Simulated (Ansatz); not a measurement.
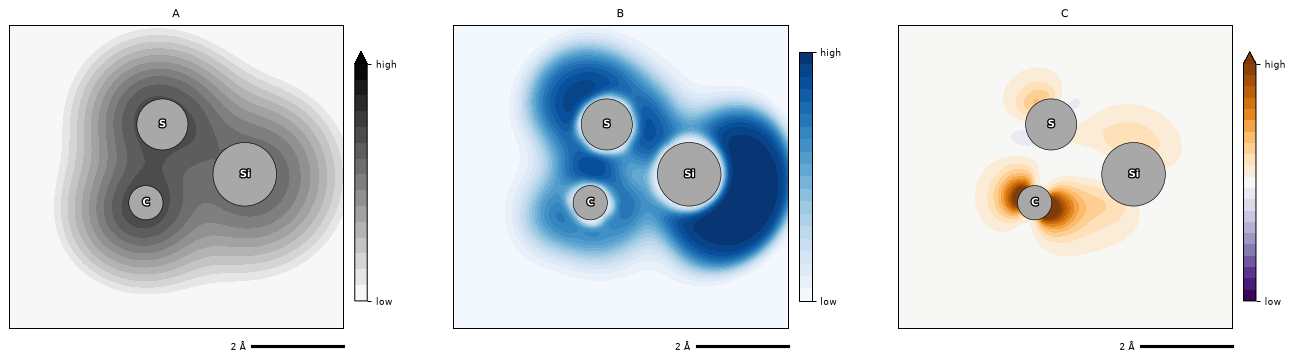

CH₂SSi (charge +1, doublet): 3 fields on the plane of atoms C1, S2 and Si3, with unlabelled colour scales. Grey discs cover the atomic cores.

Geometry: B3LYP/6-31G*.

Level of theory: isolated molecule in a Gaussian basis; Kohn-Sham density functional theory, functional PBE0 (Ansatz 0.2.0).

```yaml
atoms:
  - { symbol: C, position_ang: [-0.9775, -0.8112, -1.2341] }
  - { symbol: S, position_ang: [-0.2441, -2.4085, -1.1621] }
  - { symbol: Si, position_ang: [0.1967, -1.3573, 0.6229] }
  - { symbol: H, position_ang: [-1.9346, -0.5912, -0.7582] }
  - { symbol: H, position_ang: [-0.6550, -0.1440, -2.0309] }
```

Question: Which field does each panel show? The fields are: electron density, electron localisation function and spin density.

Answer: Panel A: electron density. Panel B: electron localisation function. Panel C: spin density (confined to the atoms that carry the unpaired spin). From the grid: C–S (1.76 Å): the density is about 1.3 e/Å³ at the midpoint; the ELF peaks at about 0.90 between the atoms, as expected for a shared electron pair. Si–S (2.12 Å): the density is about 0.8 e/Å³ at the midpoint; the ELF peaks at about 0.80 between the atoms (a shared electron pair).
